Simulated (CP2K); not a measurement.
Consider methyl acrylate at its PBE geometry (Å).

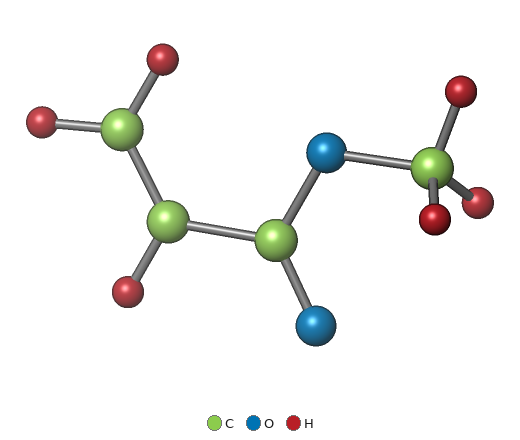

The molecule (carbon green, oxygen blue, hydrogen red).

```xyz
12

C     2.1068    0.1862   -0.0872
O     0.6746    0.3724   -0.2004
C    -0.0776   -0.6298    0.3444
O     0.4057   -1.6164    0.8854
C    -1.5367   -0.4041    0.2181
C    -2.1082    0.6498   -0.3779
H     2.4037    0.1399    0.9683
H     2.4146   -0.7414   -0.5858
H     2.5507    1.0578   -0.5769
H    -2.1323   -1.1990    0.6667
H    -1.5085    1.4409   -0.8265
H    -3.1927    0.7437   -0.4281
```

Method: CP2K XAS_TDP, all-electron GAPW, PBEh(45%), aug-cc-pVDZ, TDA, GW2X-corrected core level, no relativity.

Question: Predict the bright core excitations at the O K edge.

Leading lines: O2 534.72 eV and O4 531.62 eV. The leading line of an atom is its first one with 35 % of the strongest within 2.5 eV of its lowest line over the strength cut. Core ionisation energies at this level: O2 539.01 and O4 537.55 eV.

The first six lines of each atom with a strength over 0.0015:

```
              atom  energy (eV)  states  strength, one atom  above the computed threshold
O2 (bonded to 2 C)       534.72       1              0.0117                              
                         536.95       1              0.0221                              
                         537.29       1              0.0042                              
                         538.18       1              0.0063                              
                         538.22       1              0.0040                              
                         538.28       1              0.0020                              
  O4 (bonded to C)       531.62       1              0.0364                              
                         536.84       1              0.0037                              
                         537.96       1              0.0021                           yes
                         538.62       1              0.0025                           yes
                         538.86       1              0.0021                           yes
                         539.08       1              0.0019                           yes
```

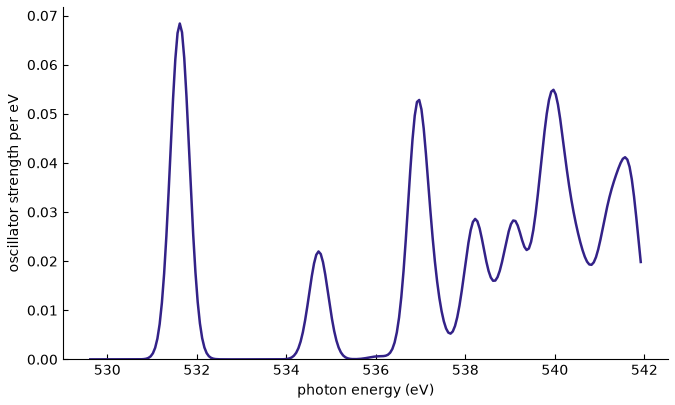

All atoms added, broadened by 0.5 eV.

Lines are vertical, at one geometry, with no vibrational structure. GW2X ionisation energies and lines can be off by 1 to 2 eV either way, and a good line position may hide errors that cancel. These values hold no scalar relativity, about 0.4 eV for O 1s. Rydberg lines, and the discretised continuum above threshold, depend on the basis and the box.

[Banner, clock and machine lines of the logs are left out without a mark of their own.]

[Logs are printed without paths, hosts, clocks, repeated set-up lines and the standing remarks that a program may print on its own settings, such as how far it seeks lower states.]

[Hosts, paths, dates, database ids (printed as entryN), source tags and the programs' standing remarks are cut or masked in the printed files.]
